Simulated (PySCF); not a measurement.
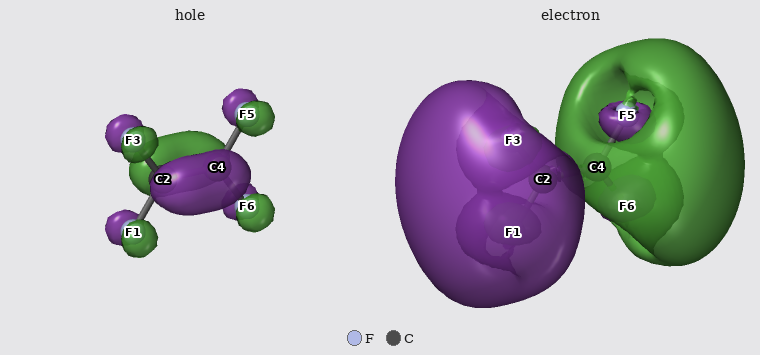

Figure. C2F4, SMILES `FC(F)=C(F)F`. Leading natural transition orbital pair of S₃ (full linear response singlet states); the surfaces enclose about 70 % of each orbital's density.

Method: CAM-B3LYP/def2-SVPD; geometry: GFN2-xTB; program: PySCF. No frequency check shows the geometry to be a minimum.

Geometry (Å), atoms numbered from 1:

```
F1      -1.4006   -1.0958    0.0000
C2      -0.6644   -0.0004    0.0000
F3      -1.4006    1.0961    0.0000
C4       0.6644   -0.0004    0.0000
F5       1.4006    1.0961    0.0000
F6       1.4006   -1.0958    0.0000
```

Question: Where does the state lie, and where do hole and electron sit?

Answer: 8.07 eV (154 nm), f = 0.000 (dark), diffuse (Rydberg-like) orbital; the leading pair carries 99 %; hole on C2 and C4 (30 % each) and F1, F3, F5 and F6 (10 % each), electron on F1, F3, F5 and F6 (18 % each) and C2 and C4 (14 % each) (atom shares of so diffuse an orbital are rough); their centroids lie 0.0 Å apart. In canonical orbitals it is mainly HOMO → LUMO+2 (94 %). The HOMO–LUMO gap is 10.23 eV.

The PySCF run took 2.8 min on 1 thread of Intel(R) Xeon(R) 6975P-C (Granite Rapids), with other jobs on the host, peak memory 0.75 GiB.
